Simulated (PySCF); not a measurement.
# CCSD(T)/6-31G(d) (spherical functions) run of Si2H5Cl (SMILES [SiH3][SiH2]Cl)

What is the vertical ionisation energy of Si2H5Cl at CCSD(T)/6-31G* (spherical functions)? 

The results are computed with PySCF 2.14.0.

**1. The system as given**

Si2H5Cl: 8 atoms, total charge 0, spin state singlet. SMILES: `[SiH3][SiH2]Cl`. The shape is that of a PBE0-D4/def2-TZVP optimisation.

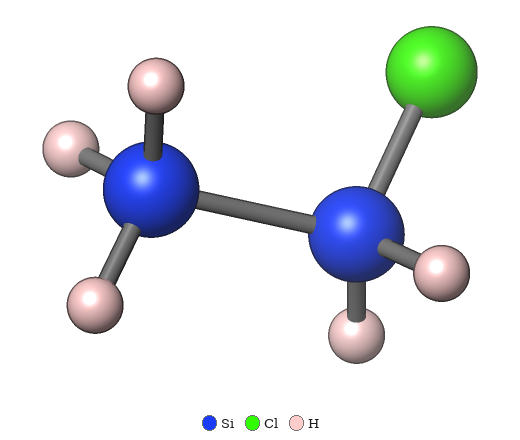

The structure, seen from a chosen angle (silicon blue, chlorine green, hydrogen pink).

**2. A single-point energy at CCSD(T)/6-31G(d) (spherical functions)**

The input, geometry.xyz:

```xyz
8
ClH5Si2
Si    -0.706500     0.881800    -0.390300
Si     0.573400    -0.938800     0.325900
Cl     2.431600    -0.252900     0.908000
H     -2.053000     0.410100    -0.813000
H     -0.034300     1.540700    -1.540000
H     -0.854500     1.855700     0.722100
H     -0.041800    -1.622800     1.491400
H      0.777200    -1.930900    -0.759900
```

The input, run.py:

```python
# [SiH3][SiH2]Cl
from pyscf import gto, scf, cc

mol = gto.Mole()
mol.atom = 'geometry.xyz'
mol.spin = 0
mol.max_memory = 1860
mol.basis = '6-31g*'
mol.verbose = 3
mol.build()

calc0 = scf.RHF(mol)
calc0.conv_tol = 1e-10
calc0.kernel()
if not calc0.converged:
    calc0 = calc0.newton().run(calc0.mo_coeff, calc0.mo_occ)

mycc = cc.CCSD(calc0, frozen=15)
mycc.kernel()
e_t = mycc.ccsd_t()
e_tot = mycc.e_tot + e_t
print('E = %.10f Eh' % e_tot)
```

On the command line:

```sh
OMP_NUM_THREADS=1 python run.py
```

Log:

```text
converged SCF energy = -1040.25812477911
E(CCSD) = -1040.589755576929  E_corr = -0.331630797814122
CCSD(T) correction = -0.00825141811687211
E = -1040.5980069950 Eh
```

Run time: 2.1 s. Hardware: 1 thread of Intel Xeon 6975P-C (Granite Rapids), shared host; peak memory 0.17 GiB.

**3. The doublet cation, same level**

The input, run.py:

```python
from pyscf import gto, scf, cc

mol = gto.M(
    atom='''
Si    -1.335092     1.666360    -0.737560
Si     1.083569    -1.774075     0.615862
Cl     4.595058    -0.477912     1.715871
H     -3.879608     0.774977    -1.536347
H     -0.064818     2.911501    -2.910178
H     -1.614771     3.506765     1.364571
H     -0.078991    -3.066648     2.818338
H      1.468695    -3.648872    -1.436003
''',
    basis='6-31g*',
    unit='bohr',
    charge=1,
    verbose=3,
    max_memory=1860,
    spin=1,
)

myscf = scf.UHF(mol)
myscf.conv_tol = 1e-10
myscf.kernel()
if not myscf.converged:
    myscf = myscf.newton().run(myscf.mo_coeff, myscf.mo_occ)

mycc = cc.CCSD(myscf, frozen=15)
mycc.kernel()
e_t = mycc.ccsd_t()
energy = mycc.e_tot + e_t
print('E(%s) = %.9f' % ('CCSD(T)', energy))
```

On the command line:

```sh
OMP_NUM_THREADS=1 python run.py
```

Log:

```text
converged SCF energy = -1039.88823394492  <S^2> = 0.7629654  2S+1 = 2.0129236
E(UCCSD) = -1040.217164419029  E_corr = -0.328930474105901
UCCSD(T) correction = -0.0101982676264726
E(CCSD(T)) = -1040.227362687
```

Run time: 8.4 s. Hardware: 1 thread of Intel Xeon 6975P-C (Granite Rapids), shared host; peak memory 0.38 GiB.

**4. Summary of results**

At CCSD(T)/6-31G* (spherical functions), 15 core orbitals frozen:

```
                                                                  quantity           value
                                             singlet Si2H5Cl: total energy  -1040.59801 Eh
                     singlet Si2H5Cl: dipole moment (Hartree–Fock density)          2.05 D
                      singlet Si2H5Cl: HOMO energy (Hartree–Fock orbitals)       -11.01 eV
                      singlet Si2H5Cl: LUMO energy (Hartree–Fock orbitals)         2.78 eV
                    singlet Si2H5Cl: HOMO–LUMO gap (Hartree–Fock orbitals)        13.79 eV
             singlet Si2H5Cl: correlation energy (15 core orbitals frozen)      -339.9 mEh
                                           singlet Si2H5Cl: (T) correction       -8.25 mEh
                                            singlet Si2H5Cl: T1 diagnostic           0.012
                                              doublet cation: total energy  -1040.22736 Eh
doublet cation: HOMO energy (Hartree–Fock orbitals) (highest over α and β)       -17.63 eV
 doublet cation: LUMO energy (Hartree–Fock orbitals) (lowest over α and β)        -9.09 eV
              doublet cation: correlation energy (15 core orbitals frozen)      -339.1 mEh
                                            doublet cation: (T) correction      -10.20 mEh
                         doublet cation: ⟨S²⟩ of the reference determinant           0.763
                                             doublet cation: T1 diagnostic           0.033
                        vertical ionisation energy (to the doublet cation)       10.086 eV
```

**Reading.** The vertical ionisation energy comes to 10.09 eV (233 kcal/mol). The triples (singlet Si2H5Cl) make up 2.4 % of the correlation energy. The triples (doublet cation) make up 3.0 % of the correlation energy.
